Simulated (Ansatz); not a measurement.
**Pressure series in hypothetical rutile SnSe2**

Consider SnSe2 in the rutile structure (space group P4_2/mnm, No. 136; a = 6.564 Å, c = 4.025 Å; a hypothetical phase, not in the database extracts checked).

Cell and atoms are relaxed at each pressure.

The values are results of Ansatz (a first-principles code) PBE, no SOC, earlier PAW set, not measurements.

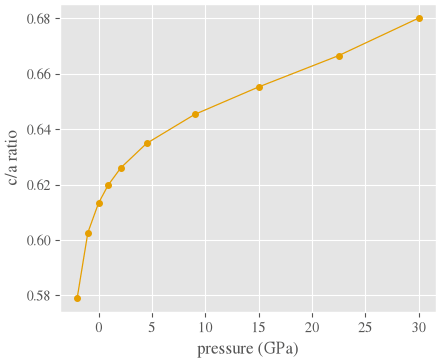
*c/a ratio against pressure*

From the plot, what is the c/a ratio for pressure 22.5 GPa?

About 0.667.

Is the trend monotonic over the range shown?

Yes, it rises throughout, spanning 0.579 to 0.680.

Load acts through the strain it causes; cell and atoms are relaxed under it. No phonon test of stability was made. No other phases were tried under pressure. All final runs are without spin polarisation.
